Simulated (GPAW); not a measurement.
Band structure of SnAs (Fm-3m, 2 atoms in the cell).

```yaml
crystal:
  lattice:
    - [0.00000, 2.87687, 2.87687]
    - [2.87687, 0.00000, 2.87687]
    - [2.87687, 2.87687, 0.00000]
  atoms:
    - { symbol: Sn, position: [0.50000, 0.50000, 0.50000] }
    - { symbol: As, position: [0.00000, 0.00000, 0.00000] }
```

Computed with PBEsol, GPAW PAW datasets PBEsol (made by gpaw-setup) (plane waves; GPAW).

Settings: mode = pw; ecut = 600 eV; xc = PBEsol; kpts = 10 10 10; mesh shift (steps) = 0 0 0; occupations.name = methfessel-paxton; occupations.width = 0.2 eV; occupations.order = 0; nbands = -10; convergence.density = 1e-05 e/electron; convergence.energy = 1e-05 eV/electron; symmetry.symmorphic = false; symmetry.tolerance = 0.0005; maxiter = 150.

The starting cell comes from a database of computed structures (which also holds hypothetical and non-ambient phases and stackings), without a prior relaxation at this level.

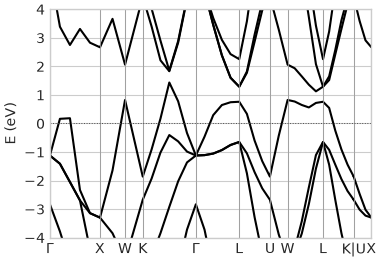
Figure: Bands along the path, energies from the Fermi level.

Levels in eV from the Fermi level, bands 7 to 13:
| point | 7 | 8 | 9 | 10 | 11 | 12 | 13 |
|---|---|---|---|---|---|---|---|
| Γ | -2.83 | -1.12 | -1.12 | -1.12 | 5.34 | 5.34 | 5.34 |
| X | -5.79 | -5.61 | -3.30 | -3.30 | 2.67 | 7.35 | 7.35 |
| W | -7.08 | -4.81 | -4.81 | 0.82 | 2.06 | 5.89 | 5.89 |
| K | -7.20 | -5.27 | -2.67 | -1.86 | 4.44 | 4.90 | 6.00 |
| L | -8.46 | -0.65 | -0.65 | 0.76 | 1.29 | 1.29 | 2.25 |
| U | -7.20 | -5.27 | -2.67 | -1.86 | 4.44 | 4.90 | 6.00 |

Bands cross the Fermi level along this path, so the cell is metallic at this level.
